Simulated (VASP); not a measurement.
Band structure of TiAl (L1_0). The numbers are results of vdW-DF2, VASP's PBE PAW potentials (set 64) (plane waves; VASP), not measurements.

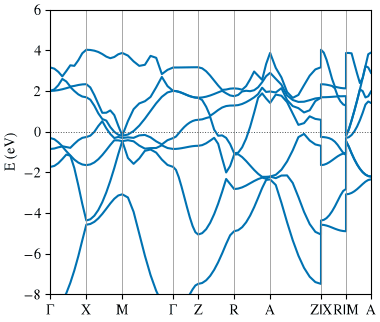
Figure: Bands along high-symmetry lines, zero at the valence-band maximum or, without a gap, the Fermi level

**Question.** Read the plot: is there a gap, and where are the band edges?

**Answer.** It has no gap at this level: it comes out as a metal or semimetal. (Edges off the drawn lines would not show.)

The compound is TiAl in the L1_0 structure. It was relaxed first. The electron count is odd and the run is not spin-polarised, which forces a metal.
